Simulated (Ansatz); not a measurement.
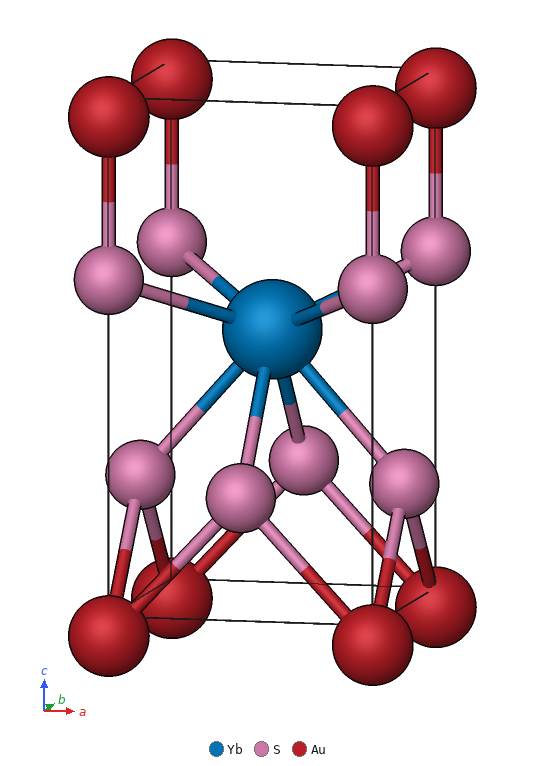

The figure gives a ball-and-stick picture of the atoms, viewed slightly off an axis. The lines enclose the simulation cell; boundary atoms appear with their images.

Input used:
```yaml
crystal:
  lattice:
    - [3.8039500161, 0.0, 0.0]
    - [0.0, 3.8039500161, 0.0]
    - [0.0, 0.0, 7.3512379815]
  atoms:
    - { symbol: Yb, position: [0.5, 0.5, 0.5252990107] }
    - { symbol: S, position: [0.5, 0.0, 0.2363141346] }
    - { symbol: S, position: [0.0, 0.5, 0.2363141346] }
    - { symbol: S, position: [0.0, 0.0, 0.648231714] }
    - { symbol: Au, position: [0.0, 0.0, 0.9620410162] }
basis:
  ecutwfc: 500
kpoints:
  mp_grid: { grid: [10, 10, 6] }
  band_path:
    path:
      - [[0.0, 0.0, 0.0], [0.0, 0.5, 0.0], [0.5, 0.5, 0.0], [0.0, 0.0, 0.0], [0.0, 0.0, 0.5], [0.0, 0.5, 0.5], [0.5, 0.5, 0.5], [0.0, 0.0, 0.5]]
      - [[0.0, 0.5, 0.0], [0.0, 0.5, 0.5]]
      - [[0.5, 0.5, 0.0], [0.5, 0.5, 0.5]]
    npoints: 14
hamiltonian:
  xc: r2scan
scf:
  occupations: { method: gaussian, width: 0.1 }
  n_extra_bands: 12
output:
  forces: true
  stress: true
  eigenvalues: true
  populations: true
  dos: { projected: true, de: 0.02, nscf_kmesh: { grid: [12, 12, 8] } }
  bader: true
  write_density: true
  write_potential: true
  elf: true
  volumetric_format: npy
```
Run as:
```sh
ansatz run input.yaml --threads 1 --pin off --max-ram 2560MiB --backend cpu --events-out ev --progress --plain --runs-dir out
```

Run with Ansatz 0.2.0, DFT r2SCAN, scalar-relativistic, plane waves, PAW and these settings: wavefunction cutoff 500 eV, a 10×10×6 sampling of the Brillouin zone, Gaussian smearing of 0.1 eV, no spin polarisation (a spin-restricted run, not always the ground state).

State the Bader charges by element.

Yb +1.69 e; Au +0.21 e; S -1.06 to -0.42 e.

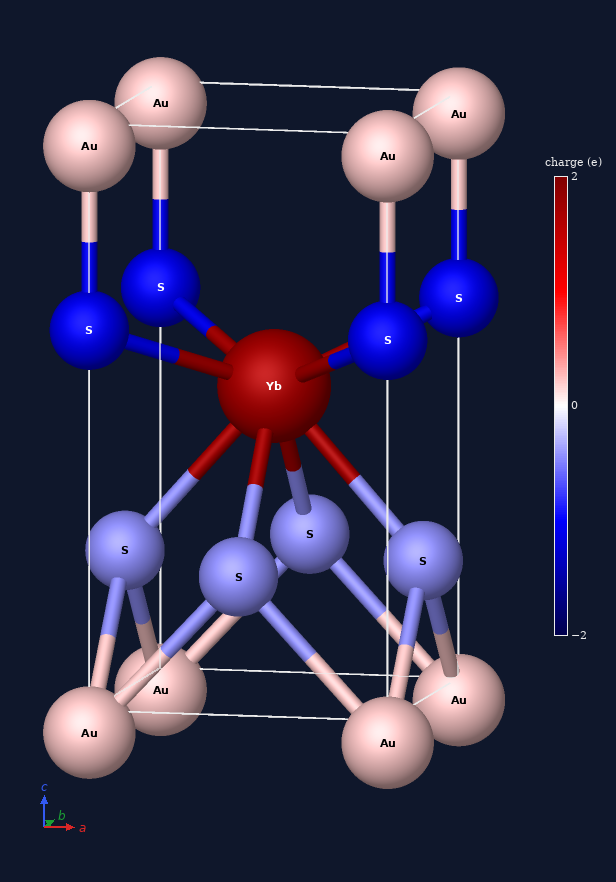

The atoms coloured by those charges.

The structure was taken from a structure type filled with these elements by a generator (whether the compound takes this form wasn't checked). Earlier steps of the study may have refined or changed the cell and positions. It was run through Ansatz as a DFT input.
